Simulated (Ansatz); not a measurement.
**CuH3N (charge +1): density, localisation and related maps**

```xyz
5

Cu    0.0752   -0.1741   -1.7733
N    -0.0067    0.0156    0.1587
H     0.2548   -0.8437    0.6380
H    -0.9421    0.2584    0.4791
H     0.6188    0.7438    0.4976
```

Geometry: PBE0-D4/def2-TZVP.

Level of theory: Ansatz, RKS PBE0-D4/def2-TZVPPD.

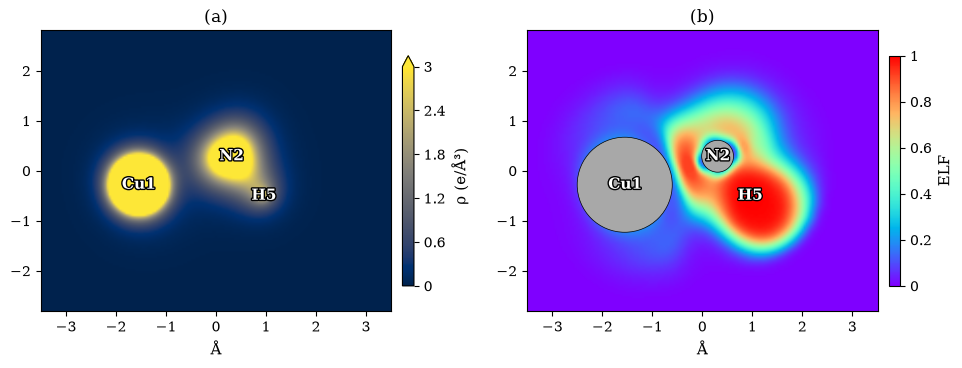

Figure 1. (a) total electron density; (b) electron localisation function on the plane of atoms Cu1, N2 and H5. Grey discs cover the atomic cores in the ELF map.

Question: Describe what can be read from this map.

Answer: The section cuts through Cu, N and H sites.
Cu–N (1.94 Å): ρ is about 0.69 e/Å³ halfway; the ELF peaks at about 0.90 in the valence shell of N, 0.7 Å from its nucleus, and is about 0.25 at the midpoint.
N–H (1.02 Å): the density is about 3 e/Å³ at the midpoint; the ELF climbs to about 1 towards the hydrogen, as it does in any bond to H: a covalent bond by its length.

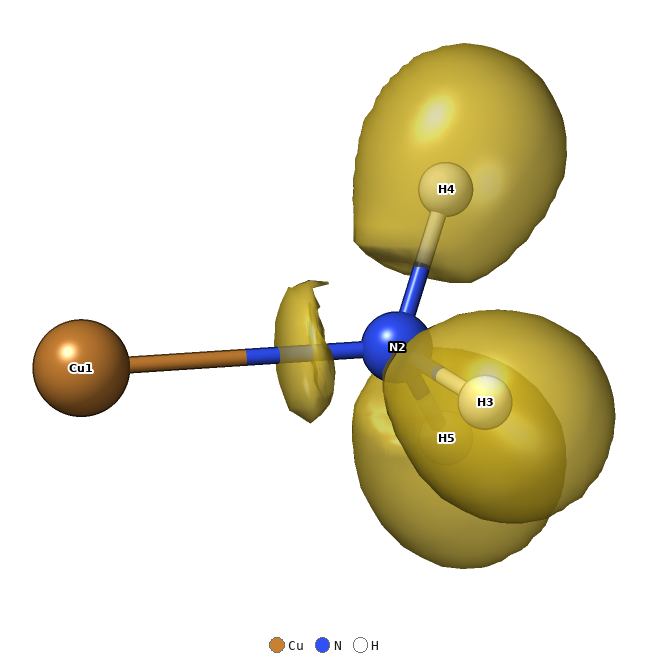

Figure 2. Isosurface of the electron localisation function at 0.85 (yellow), seen at a tilt. Only the valence region is drawn (cores and ρ < 0.01 e/Å³ removed).

Question: Where are the electrons localised?

Answer: At this value the surface marks out three regions around hydrogen nuclei and one lobe of the valence shell of N pointing towards Cu.

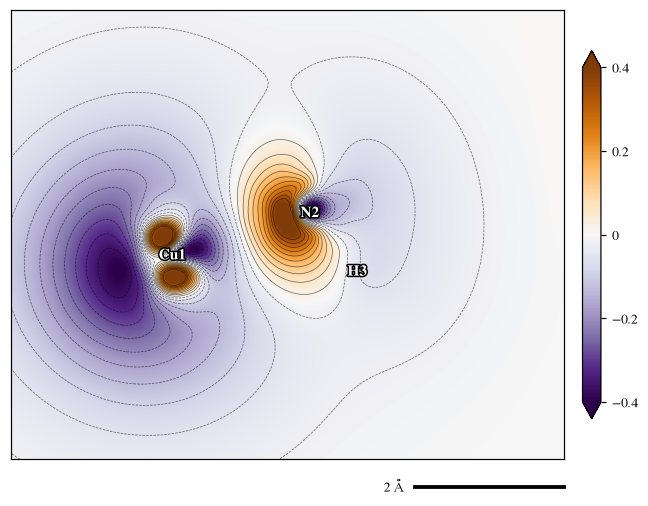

Figure 3. The LUMO on the plane of atoms Cu1, N2 and H3 (values in Å⁻³ᐟ²; the overall sign is arbitrary).

Question: Where does this orbital lie, and at what energy?

Answer: Its weight (Hirshfeld) is mainly on Cu1 (about 90 %) and N2 (about 5 %). Its energy is −7.65 eV.
